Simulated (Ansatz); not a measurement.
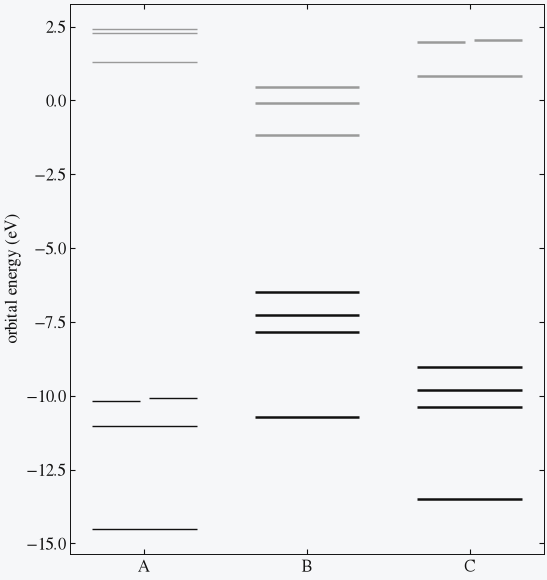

Frontier orbital energies (alpha spin) of C₂H₆In, SMILES [CH2][InH][CH3], doublet at one geometry, def2-TZVPP, the Ansatz code, at a PBE0-D4/def2-TZVP geometry (with a soft imaginary mode, 26i cm⁻¹). Empty levels are grey, levels within 0.1 eV stand side by side; all columns show the same few orbitals around the gap. HOMO and LUMO mean the alpha set's.

Question: The columns come from B3LYP, HF and ωB97X-V. Which is which?

Answer: A: HF (HOMO −10.09, LUMO 1.28, separation 11.38 eV)
B: B3LYP (HOMO −6.48, LUMO −1.16, separation 5.32 eV)
C: ωB97X-V (HOMO −9.03, LUMO 0.83, separation 9.86 eV)

Caveats, for all or some of the runs: core potentials past krypton; empty levels above zero depend strongly on the basis; spin-orbit coupling is left out, and with In it can shift these levels and split any degenerate set.
